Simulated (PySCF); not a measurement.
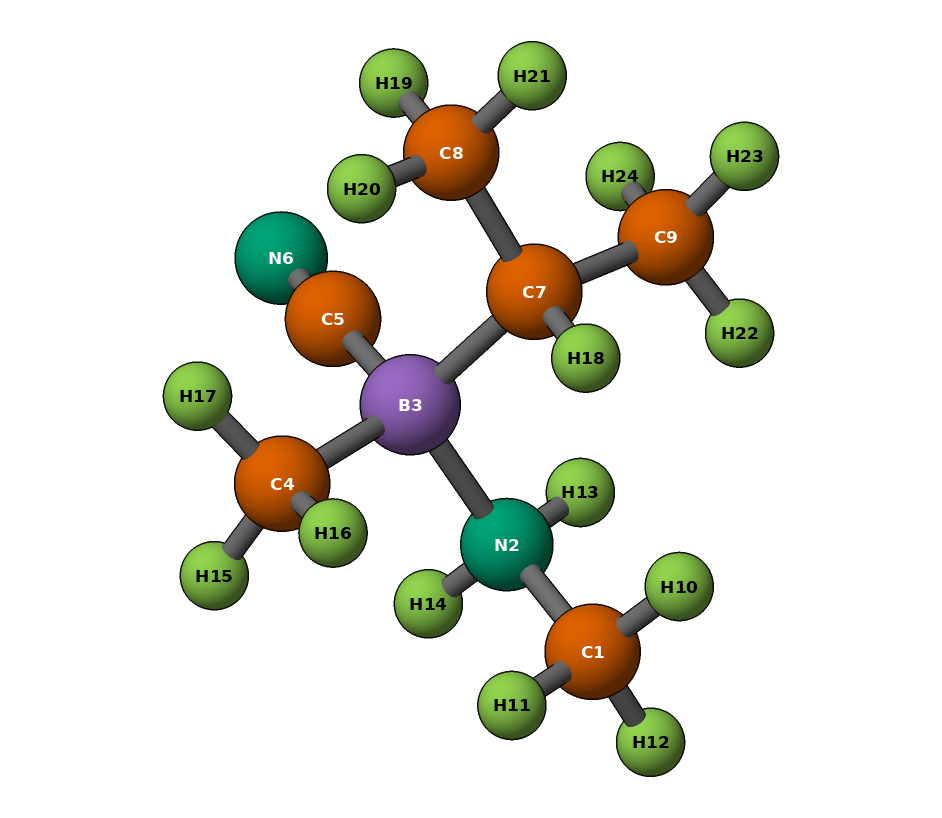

Computed geometry: PBE0-D3(BJ)/def2-SVP optimisation. No frequency run is at hand to confirm it as a minimum. Properties computed with GIAO PBE0/pcSseg-1 NMR shielding, non-relativistic, IEF-PCM tetrahydrofuran (PySCF 2.14.0). Principal shieldings σ11 ≤ σ22 ≤ σ33, span Ω = σ33 − σ11, skew κ = 3(σiso − σ22)/Ω.

Question: Which N atom has the most anisotropic shielding?

Answer: N6, with a span of 512 ppm.

Give the shielding tensors of the N atoms.

```tsv
atom	σ11	σ22	σ33	σiso	Ω	κ
N2	202.1	211.0	216.9	210.0	14.8	−0.20
N6	−222.1	−216.6	289.9	−49.6	512.0	0.98
```

Shieldings and span in ppm.
